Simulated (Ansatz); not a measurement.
# CH$_{5}$FGaN: what the fields show

```xyz
9

Ga   -0.9413   -1.1882    0.6045
F    -1.3531   -2.7702   -0.1173
N     0.1555   -0.2103   -0.4706
C     0.6950    1.1185   -0.2234
H     0.4377   -0.6158   -1.3627
H    -1.5138   -0.8014    2.0004
H     0.3558    1.4886    0.7553
H     1.7994    1.1257   -0.2069
H     0.3648    1.8531   -0.9794
```

Theory: RKS PBE/def2-mTZVP in Ansatz.

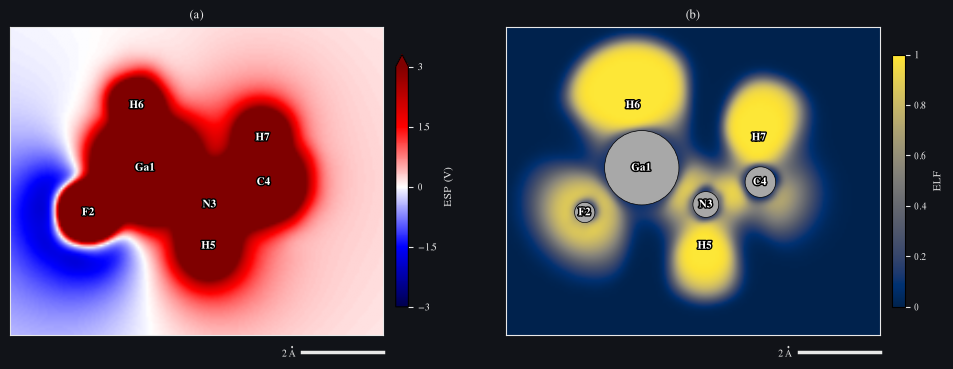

Figure 1. (a) molecular electrostatic potential; (b) ELF on the plane of atoms Ga1, N3 and H5. Grey discs cover the atomic cores in the ELF map.

Q: What do the fields say about this system?

A:
- The plane passes through Ga, F, N, C and H nuclei.
- C–N (1.46 Å): the ELF peaks at about 0.90 between the atoms, as expected for a shared electron pair.
- Ga–F (1.79 Å): the ELF peaks at about 0.85 in the valence shell of F, 0.5 Å from its nucleus, and is about 0.20 at the midpoint.
- Ga–N (1.82 Å): the ELF peaks at about 0.85 in the valence shell of N, 0.6 Å from its nucleus, and is about 0.30 at the midpoint.
- N–H (1.02 Å): the ELF climbs to about 1 towards the hydrogen, as it does in any bond to H; a covalent bond by its length.
- C–H (1.10 Å): the ELF climbs to about 1 towards the hydrogen: a covalent bond by its length.
- The ELF also peaks beside F2, away from the bonds: lone-pair regions.
- Outside the dense part of the molecule the potential is most negative (−1.8 V) near F2.

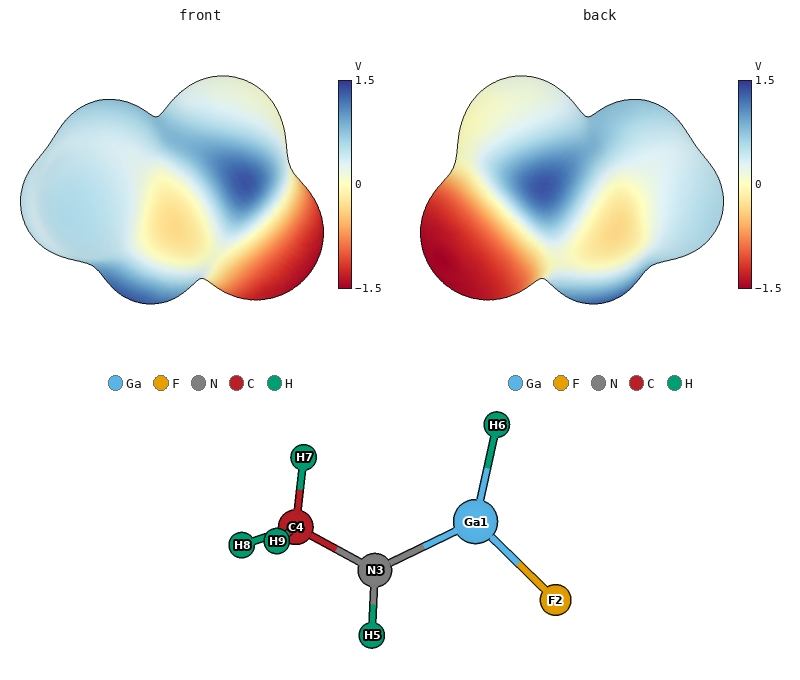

Figure 2. The electrostatic potential painted on the density surface at 0.001 e/bohr³, seen from the front and from behind; the colour scale runs from red (negative) to blue (positive). The bare structure is drawn below in the same view.

Q: Where is the surface potential most negative and most positive?

A: The most negative region (about −1.5 V) lies over F2, the most positive (about +1.3 V) over Ga1 and H5.

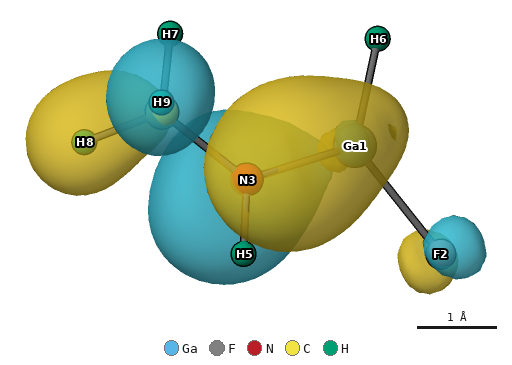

Figure 3. The HOMO at ±0.1 Å⁻³ᐟ² (yellow and cyan are the two phases), seen at a tilt.

Q: Describe this orbital and give its energy.

A: Its weight (Hirshfeld) is mainly on N3 (about 60 %), Ga1 (about 15 %) and C4 (about 10 %). Its energy is −5.68 eV.
